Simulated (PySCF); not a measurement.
# C$_{10}$H$_{18}$OSi (Si(vinyl)3(OtBu)): what the fields show

The calculation's input:

```
{"job": {"kind": "nmr", "xc": "PBE0", "basis": "pcSseg-1"}, "charge": 0, "multiplicity": 1}
Si     0.152857     0.528132     0.697494
C      0.162060     0.101368     2.515582
C      0.694421     0.865273     3.477005
H     -0.307177    -0.849012     2.802094
H      1.176630     1.824439     3.253279
H      0.676333     0.573731     4.533495
C      1.892446     0.802224     0.050215
C      3.006374     0.547778     0.747369
H      2.013011     1.224701    -0.957922
H      2.965594     0.135639     1.761924
H      4.006522     0.739613     0.341203
C     -0.819409     2.098097     0.381280
C     -1.518198     2.749221     1.318643
H     -0.817316     2.518307    -0.634270
H     -1.562090     2.390555     2.353283
H     -2.075188     3.667595     1.099848
O     -0.590639    -0.790261    -0.005227
C     -0.664164    -1.270831    -1.337845
C      0.601970    -2.068012    -1.642649
C     -1.889712    -2.176517    -1.386569
C     -0.825689    -0.117482    -2.325843
H      0.558032    -2.514351    -2.647883
H      1.491594    -1.422957    -1.587846
H      0.722316    -2.875355    -0.905569
H     -1.788537    -2.981616    -0.644150
H     -2.011126    -2.629385    -2.381979
H     -2.795189    -1.600822    -1.144771
H      0.054203     0.545384    -2.312670
H     -1.715756     0.479870    -2.078199
H     -0.937703    -0.496405    -3.352601
```

Command:

```sh
OMP_NUM_THREADS=2 python probes_run.py task.json out
```

Geometry: PBE0-D3(BJ)/def2-SVP.

Method: PBE0/pcSseg-1, SCF density, gas phase, non-relativistic in PySCF.

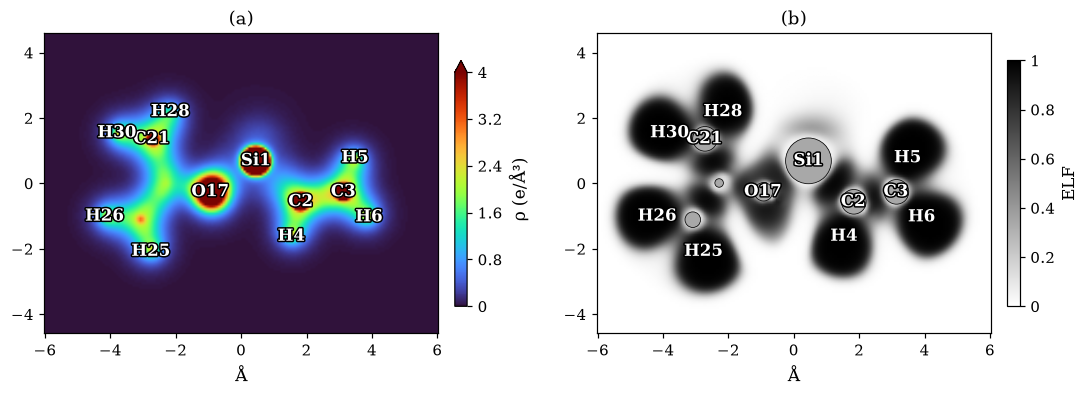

Figure 1. (a) electron density; (b) electron localisation function on the plane of atoms C2, C3 and H6. Grey discs cover the atomic cores in the ELF map.

What does the map show?

Answer.
- The section cuts through Si, C, H and O sites.
- C–C (1.34 Å): the density is about 2.2 e/Å³ at the midpoint; the ELF peaks at about 0.90 between the atoms; a multiple bond.
- Si–O (1.67 Å): ρ at the midpoint is about 1 e/Å³; the ELF peaks at about 0.85 between the atoms; a polar covalent bond.
- C–Si (1.87 Å): ρ is about 0.98 e/Å³ halfway; the ELF peaks at about 1 between the atoms: localised, covalent bonding.
- C–H (1.10 Å): ρ at the midpoint is about 1.9 e/Å³; the ELF climbs to about 1 towards the hydrogen, as it does in any bond to H; a covalent bond by its length.
- The ELF also peaks beside O17, away from the bonds: lone-pair regions.

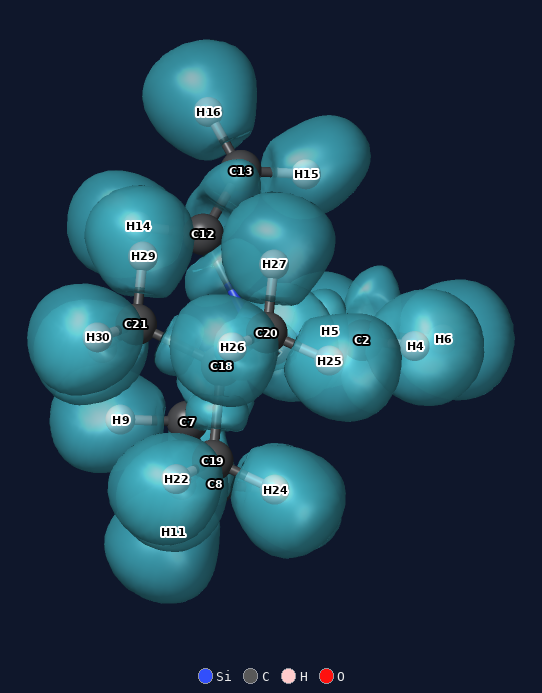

Figure 2. Isosurface of the ELF at 0.75 (cyan), seen at an oblique angle. Only the valence region is drawn (cores and ρ < 0.01 e/Å³ removed).

Where are the electrons localised?

Answer. At this value the surface marks out six regions between bonded C–C atoms (shared pairs), three regions between bonded C–Si atoms (shared pairs), 18 regions around hydrogen nuclei and one region on O in which the atom's valence shell and bonds are merged. Profiles from the grid: C–O (1.42 Å): the ELF peaks at about 0.90 between the atoms: a shared but strongly polarised pair.

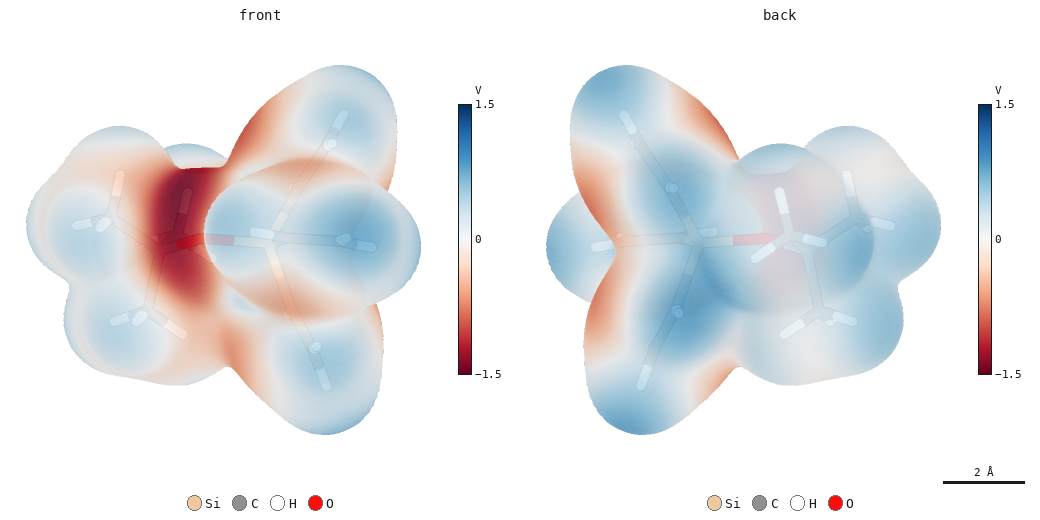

Figure 3. The electrostatic potential painted on the density surface at 0.002 e/bohr³, seen from the front and from behind; red is negative and blue positive.

Which sites attract a positive test charge, and which a negative one?

Answer. A positive charge is drawn to the negative regions and a negative charge to the positive ones. The most negative region (about −1.4 V, or −32 kcal/mol for a unit charge) lies over O17, the most positive (about +0.8 V, or +18 kcal/mol for a unit charge) over H9 and H28. O17 is the likeliest acceptor of a hydrogen bond.

What dipole moment does the calculation give?

Answer. Its dipole moment is 0.88 D.
